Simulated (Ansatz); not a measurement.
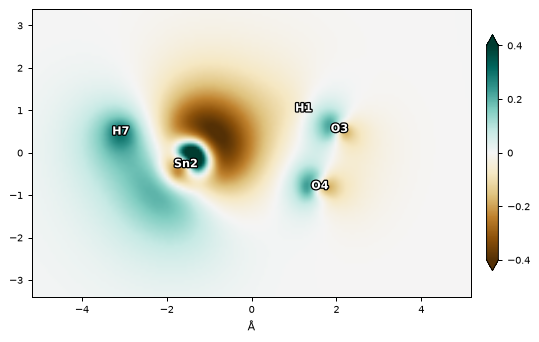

H2O2···H3Sn (doublet). The HOMO (α) on the plane of atoms H1, O3 and O4 (values in Å⁻³ᐟ²; the overall sign is arbitrary).

The product side of a reaction path; geometry: PBE0-D4/def2-TZVP; core potentials replace the inner electrons of Sn.

Computed with UKS PBE0-D4/def2-TZVPP in Ansatz.

The calculation's input:

```
crystal:
  periodic: [false, false, false]
  atoms:
    - {symbol: H, position_ang: [-1.459661, -0.159992, -1.176456]}
    - {symbol: Sn, position_ang: [1.452040, 0.117815, -0.244437]}
    - {symbol: O, position_ang: [-2.209434, -0.356866, -0.594252]}
    - {symbol: O, position_ang: [-1.565094, -0.405704, 0.675319]}
    - {symbol: H, position_ang: [1.217776, 1.324436, 0.949340]}
    - {symbol: H, position_ang: [1.651215, -1.417620, 0.478580]}
    - {symbol: H, position_ang: [2.834131, 0.512447, -1.187553]}
    - {symbol: H, position_ang: [-1.920972, 0.385384, 1.099559]}
basis:
  gaussian: {orbitals: def2-TZVPP}
magnetization: {spin_polarized: true, initial_magnetization: 1}
hamiltonian: {xc: pbe0, dispersion: d4}
output: {orbitals: {seedname: orbitals}}
```

Launched as:

```sh
ansatz run in.yaml --threads 4 --pin off --events-out ev --progress --plain --max-ram 9574MiB
```

Q: Describe this orbital and give its energy.

A: Its weight (Hirshfeld) is mainly on Sn2 (about 75 %) and H7 (about 5 %). Its energy is −6.21 eV.
